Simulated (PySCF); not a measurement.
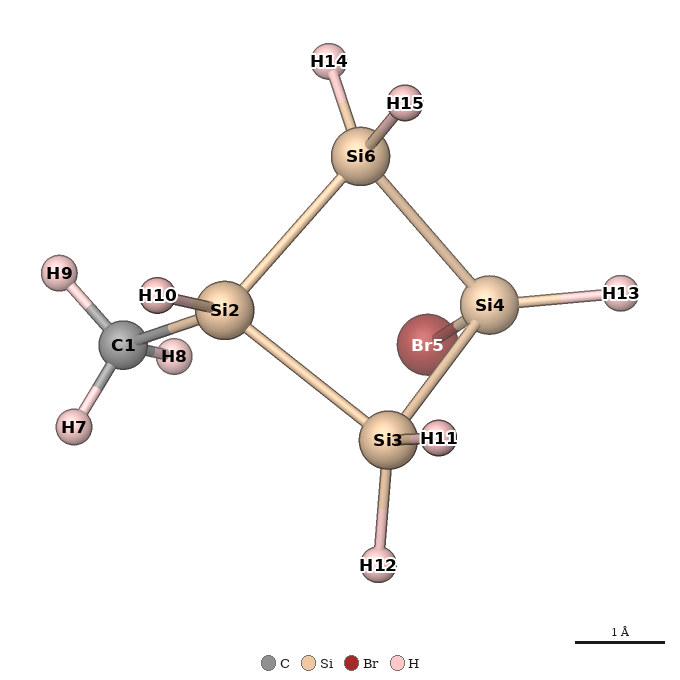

Orthographic view. Depth is shown by fading: the farther an atom, the more it takes the colour of the background. The geometry was computed by an optimisation with PBE0-D3(BJ)/def2-SVP. No frequency run is at hand to confirm it as a minimum.

Write a MOL file (V2000) with the atoms in numerical order, bonds sorted by atom number with the orders drawn, and coordinates in the frame of the picture: x right, y up, z towards the viewer, origin at the mean position.

```
CH9BrSi4
                    3D

 15 15  0  0  0  0  0  0  0  0999 V2000
   -2.1200   -0.3500   -0.7100 C   0  0  0  0  0  0  0  0  0  0  0  0
   -0.9700    0.0400    0.7300 Si  0  0  1  0  0  4  0  0  0  0  0  0
    0.8900   -1.4300    0.8800 Si  0  0  0  0  0  4  0  0  0  0  0  0
    2.0400    0.1000   -0.5000 Si  0  0  1  0  0  4  0  0  0  0  0  0
    1.3300   -0.3500   -2.6000 Br  0  0  0  0  0  0  0  0  0  0  0  0
    0.5700    1.7900    0.2600 Si  0  0  0  0  0  4  0  0  0  0  0  0
   -2.6800   -1.2800   -0.5100 H   0  0  0  0  0  0  0  0  0  0  0  0
   -1.5400   -0.4800   -1.6400 H   0  0  0  0  0  0  0  0  0  0  0  0
   -2.8400    0.4700   -0.8600 H   0  0  0  0  0  0  0  0  0  0  0  0
   -1.7300    0.2100    2.0000 H   0  0  0  0  0  0  0  0  0  0  0  0
    1.4600   -1.4000    2.2600 H   0  0  0  0  0  0  0  0  0  0  0  0
    0.7700   -2.8400    0.4000 H   0  0  0  0  0  0  0  0  0  0  0  0
    3.5200    0.2400   -0.5400 H   0  0  0  0  0  0  0  0  0  0  0  0
    0.2100    2.8700   -0.7100 H   0  0  0  0  0  0  0  0  0  0  0  0
    1.0800    2.4000    1.5400 H   0  0  0  0  0  0  0  0  0  0  0  0
  1  2  1  0
  1  7  1  0
  1  8  1  0
  1  9  1  0
  2  3  1  0
  2  6  1  0
  2 10  1  0
  3  4  1  0
  3 11  1  0
  3 12  1  0
  4  5  1  0
  4  6  1  0
  4 13  1  0
  6 14  1  0
  6 15  1  0
M  END
```
